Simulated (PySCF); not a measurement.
**C$_{3}$H$_{11}$FSi$_{3}$: density, localisation and related maps**

The calculation's input:

```
{"job": {"xc": "KT3", "basis": "pcSseg-1", "solvent": "acetonitrile", "kind": "nmr", "pop": true}, "charge": 0, "multiplicity": 1}
C      2.229916    -1.364827    -0.142218
Si     0.758495    -0.253777     0.371965
C      1.502023     1.319078     1.170873
Si    -1.275234    -1.175203     1.257069
Si    -1.235331    -0.163219    -0.874805
C     -2.271134     1.264442    -1.600672
F     -1.285094    -1.260667    -2.099446
H      1.856659    -2.253580    -0.640452
H      2.901779    -0.857957    -0.830504
H      2.815280    -1.686125     0.715514
H      2.136791     1.869333     0.481948
H      0.706806     1.983844     1.491078
H      2.098045     1.074418     2.045003
H     -1.982851    -0.553644     2.391709
H     -1.516104    -2.609754     1.487086
H     -1.840702     1.639772    -2.526150
H     -2.319394     2.087717    -0.895170
H     -3.288710     0.946468    -1.814485
```

Launched as:

```sh
OMP_NUM_THREADS=1 python ens_run.py task.json out
```

Geometry: GFN2-xTB.

The calculation used PySCF, KT3/pcSseg-1, SCF density, in a acetonitrile solvent model, non-relativistic.

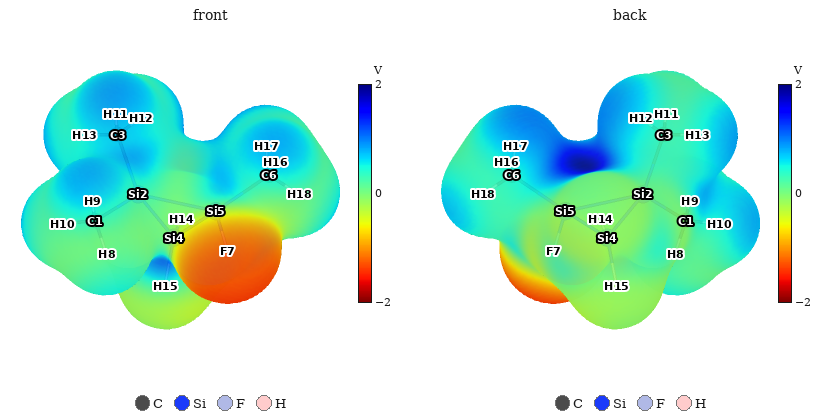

Figure 1. The electrostatic potential painted on the density surface at 0.002 e/bohr³, seen from the front and from behind; the colour scale runs from red (negative) to blue (positive).

Q: Describe the electrostatic potential map.

A: The most negative region (about −1.4 V) lies over F7, the most positive (about +1.8 V) over Si2, Si4 and Si5.

Q: How polar is the molecule by this calculation?

A: Its dipole moment is 2.82 D.

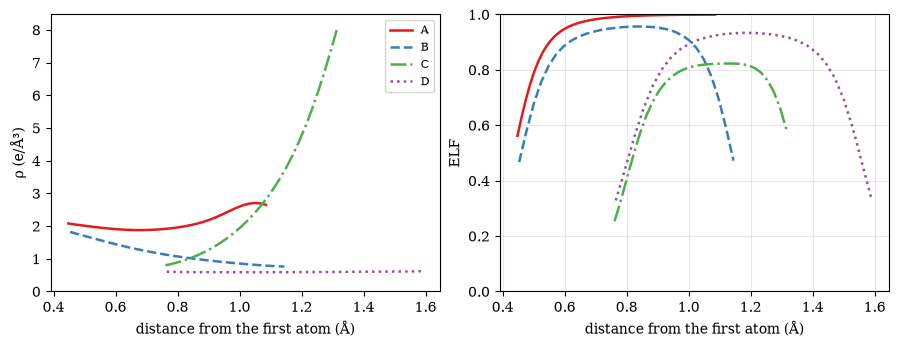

Figure 2. Electron density and ELF along straight lines between neighbouring atoms. The curves leave out the atomic cores.

Q: Which curve belongs to which contact (C–H, C–Si, Si–F and Si–Si)? The first atom named is at distance zero.

A: Curve A: C–H (1.08 Å): the density is about 2 e/Å³ at the midpoint; the ELF climbs to about 1 towards the hydrogen, as it does in any bond to H: an ordinary covalent bond to hydrogen. Curve B: C–Si (1.91 Å): ρ is about 0.9 e/Å³ halfway; the ELF peaks at about 0.95 between the atoms: localised, covalent bonding. Curve C: Si–F (1.65 Å): ρ is about 0.96 e/Å³ halfway; the ELF peaks at about 0.80 in the valence shell of F, 0.5 Å from its nucleus, and is about 0.50 at the midpoint. Curve D: Si–Si (2.35 Å): the density is about 0.59 e/Å³ at the midpoint; the ELF peaks at about 0.95 between the atoms: localised, covalent bonding.
